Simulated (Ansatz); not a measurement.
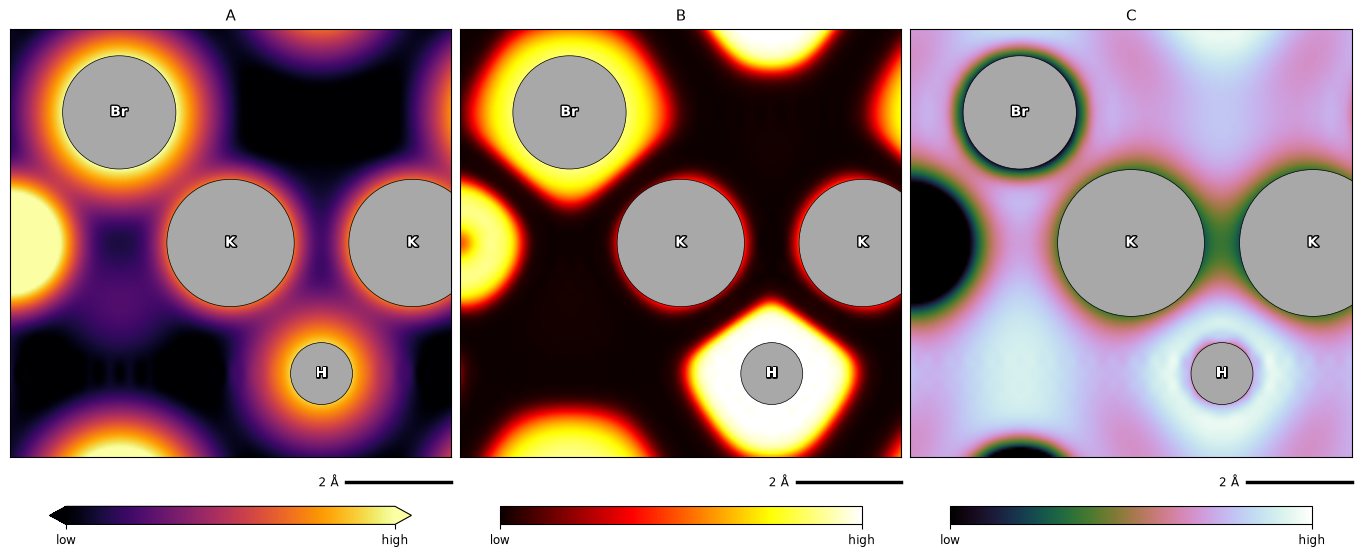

K$_{2}$HBr: 3 fields on the (110) plane of the conventional cell, with unlabelled colour scales. Grey discs cover the atomic cores.

Space group P-6m2; a structure generated by program, which may or may not match a known phase.

These are results of DFT r2SCAN, scalar-relativistic, plane waves, PAW in Ansatz 0.2.0, not measurements.

```yaml
crystal:
  lattice:
    - [4.31464, 0.00000, 0.00000]
    - [-2.15732, 3.73659, 0.00000]
    - [0.00000, 0.00000, 7.71645]
  atoms:
    - { symbol: K, position: [0.66667, 0.33333, 0.27512] }
    - { symbol: K, position: [0.66667, 0.33333, 0.72488] }
    - { symbol: H, position: [0.33333, 0.66667, 0.50000] }
    - { symbol: Br, position: [0.00000, 0.00000, 0.00000] }
```

### Which field does each panel show? The fields are: electron localisation function, electrostatic potential energy of an electron and valence pseudo-density.

Panel A: valence pseudo-density. Panel B: electron localisation function. Panel C: electrostatic potential energy of an electron (low next to the atoms, rising into the space between them). From the grid: K–H (3.04 Å): ρ is about 0.05 e/Å³ halfway; the ELF climbs to about 1 towards the hydrogen. K–Br (3.27 Å): the density is about 0.09 e/Å³ at the midpoint, with its minimum of 0.08 e/Å³ about 1.5 Å from K; the ELF is about 0.15 at the midpoint: a largely ionic contact.
